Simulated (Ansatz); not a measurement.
# SO3 (SMILES O=S(=O)=O) at B3LYP/STO-3G

What is the vertical electron affinity of SO3 at B3LYP/STO-3G? 

Program for the calculation: Ansatz 0.2.0.

32 further runs of the same task are left out: 12 that didn't finish, 20 set aside as unsound or not needed.

## 1. The system as given

The species is SO3 (4 atoms), meant as a singlet with charge 0. As SMILES, `O=S(=O)=O`. Geometry: relaxed at PBE0-D4/def2-TZVP.

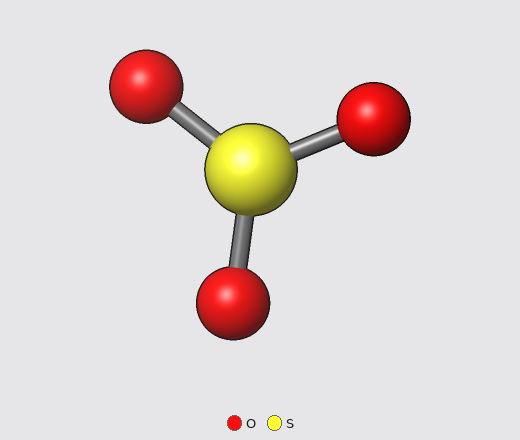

The structure, seen from a chosen angle (oxygen red, sulfur yellow).

## 2. The energy at B3LYP/STO-3G

job.yaml reads:

```yaml
crystal:
  periodic: [false, false, false]
  atoms:
    - symbol: O
      position_ang: [-1.121570, -0.684610, 0.536720]
    - symbol: S
      position_ang: [0.000010, -0.000030, -0.000040]
    - symbol: O
      position_ang: [1.308940, -0.327680, 0.440460]
    - symbol: O
      position_ang: [-0.187380, 1.012320, -0.977150]
basis:
  gaussian:
    orbitals: STO-3G
hamiltonian:
  xc: {name: B3LYP}
accuracy: high
```

On the command line:

```
$ ansatz run job.yaml --threads 1 --pin off --max-ram 3480MiB --events-out events.jsonl --progress --plain --runs-dir runs
```

Standard output:

```text
Warning: RAYON_NUM_THREADS=1 ignored (pool sized by the plan → 1); use --threads N
Functional definition: B3LYP
  name "B3LYP"
  parameter a0 = 0.2
  parameter ax = 0.72
  parameter ac = 0.81
  exchange = (1 - a0 - ax)*slater_x + ax*b88_x + a0*exact_x
  correlation = (1 - ac)*vwn_rpa_c + ac*lyp_c
465 factors; integrals over basis functions are off by at most 2.8e-8 eV
mean field evaluation 1: about -16747.9185 eV, gradient 5.9e1 eV
mean field evaluation 2: about -16751.1447 eV, gradient 4.8e1 eV
mean field evaluation 4: about -16759.2546 eV, gradient 4.9e-1 eV
mean field evaluation 8: about -16759.2916 eV, gradient 4.9e-3 eV
mean field evaluation 16: about -16759.2916 eV, gradient 1.1e-7 eV
mean field -16759.29161964 eV, -615.8926071660 hartree, gradient 1.6e-8 eV, S^2 0.000000; 0 other end points of the search recorded, 0 dependent functions left out
reference -16759.29163802 eV, -615.8926078415 hartree; 20, 20 occupied and 4, 4 virtual orbitals, 465 factors
Total energy: -16759.29163802 eV, -615.8926078415 hartree
```

It took 1.3 s on 1 thread of Arm Neoverse V1, shared host; peak memory 0.097 GiB.

## 3. The doublet anion

run.yaml reads:

```yaml
crystal:
  periodic: [false, false, false]
  atoms:
    - {symbol: O, position_ang: [-1.121570, -0.684610, 0.536720]}
    - {symbol: S, position_ang: [0.000010, -0.000030, -0.000040]}
    - {symbol: O, position_ang: [1.308940, -0.327680, 0.440460]}
    - {symbol: O, position_ang: [-0.187380, 1.012320, -0.977150]}
basis:
  gaussian: {orbitals: STO-3G}
total_charge: -1
magnetization: {spin_polarized: true, initial_magnetization: 1}
hamiltonian: {xc: {name: B3LYP}}
accuracy: high
```

On the command line:

```
$ ansatz run run.yaml --threads 1 --pin off --max-ram 3480MiB --events-out events.jsonl --progress --plain --runs-dir runs
```

Standard output, cut to the lines that bear on the results:

```text
Warning: RAYON_NUM_THREADS=1 ignored (pool sized by the plan → 1); use --threads N
[... 7 set-up lines as earlier in the session ...]
465 factors; integrals over basis functions are off by at most 2.8e-8 eV
mean field evaluation 1: about -16746.6504 eV, gradient 3.3e1 eV
mean field evaluation 2: about -16750.5600 eV, gradient 2.2e1 eV
mean field evaluation 4: about -16753.9576 eV, gradient 7.5e-2 eV
mean field evaluation 8: about -16754.0012 eV, gradient 4.4e-4 eV
mean field evaluation 16: about -16754.0012 eV, gradient 1.2e-8 eV
mean field -16754.00115361 eV, -615.6981861254 hartree, gradient 1.3e-8 eV, S^2 0.750295; 0 other end points of the search recorded, 0 dependent functions left out
reference -16754.00117228 eV, -615.6981868115 hartree; 21, 20 occupied and 3, 4 virtual orbitals, 465 factors
Total energy: -16754.00117228 eV, -615.6981868115 hartree
```

It took 2.2 s on 1 thread of Arm Neoverse V1, shared host; peak memory 0.14 GiB.

## 4. Results

At B3LYP/STO-3G:

| quantity | value |
| --- | --- |
| singlet SO3: total energy | -615.89261 Eh |
| doublet anion: total energy | -615.69819 Eh |
| doublet anion: ⟨S²⟩ | 0.750 |
| vertical electron affinity (to the doublet anion) | -5.290 eV |

**Reading.** The anion lies 5.29 eV (122 kcal/mol) above the neutral: the electron isn't bound at this level, and such a value depends on the basis. Without diffuse functions anions come out too high. In a minimal basis such a difference can be off by several eV, whatever the method.
